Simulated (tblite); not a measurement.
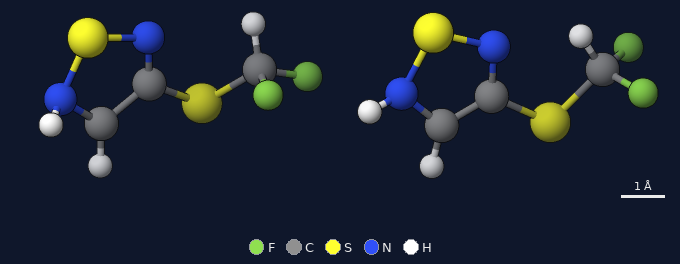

Two geometries of C3H3F2N2S2 (multiplicity 2), drawn at one scale. One is the start of a relaxation, the other its converged end. Style: ball-and-stick. Shown at a tilt.

These are results of GFN2-xTB geometry optimisation, gas phase (tblite 0.8.0), not measurements. 

Question: Which of the two is the end point?

Answer: The right one is the relaxed one. Over 88 geometry steps the energy falls by 0.614 eV. The atom that moves furthest after the best rigid fit is an F atom (0.93 Å). By element the largest moves are F 0.93 Å, H 0.72 Å, S 0.63 Å, C 0.35 Å, N 0.29 Å. Some distances before and after: C–C 1.479 → 1.371 Å, C–N 1.465 → 1.383 Å, N–S 1.708 → 1.631 Å, N–S 1.669 → 1.722 Å. Bond angles that change, for instance: C–N–H 113.3° → 121.9°, S–N–H 112.1° → 120.7°, S–C–H 114.0° → 108.5°. Groups turn about C–S by about 50°, C–S by about 25°.
